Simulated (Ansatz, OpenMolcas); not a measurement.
## Si2H6O2 (SMILES O[SiH2][SiH2]O): the vertical energy of the triplet above the singlet, rung by rung

The species is Si2H6O2 (10 atoms), meant as a singlet with charge 0. As SMILES, `O[SiH2][SiH2]O`. Geometry: relaxed at PBE0-D4/def2-TZVP. This is one conformer, not always the lowest.

Quantity: the vertical energy of the triplet above the singlet, in eV. The values are calculated.

| level | kind | program | value (eV) |
| --- | --- | --- | --- |
| HF/6-31G* (spherical functions) | Hartree–Fock | OpenMolcas | 5.53 |
| SVWN5/6-31G* (spherical functions) | LDA | Ansatz | 4.18 |
| revPBE/6-31G* (spherical functions) | GGA | OpenMolcas | 4.28 |
| TPSS/6-31G* (spherical functions) | meta-GGA | OpenMolcas | 4.45 |
| r2SCAN/6-31G* (spherical functions) | meta-GGA | Ansatz | 4.52 |
| r2SCAN0/6-31G* (spherical functions) | hybrid meta-GGA | Ansatz | 4.82 |
| PBE-QIDH/6-31G* (spherical functions) | double hybrid | Ansatz | 5.14 |
| RPA@PBE0/6-31G* (spherical functions) | RPA | Ansatz | 5.06 |
| MP2/6-31G* (spherical functions) | perturbation theory | Ansatz | 5.25 |
| CCSD/6-31G* (spherical functions) | coupled cluster or CI | Ansatz | 5.24 |

The values span 4.18 to 5.53 eV.

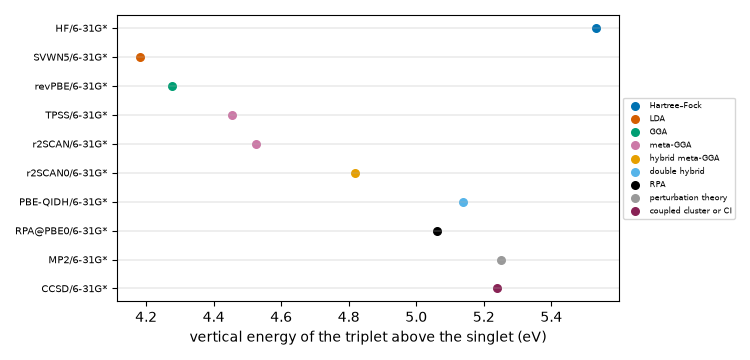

The values of the table, level by level.
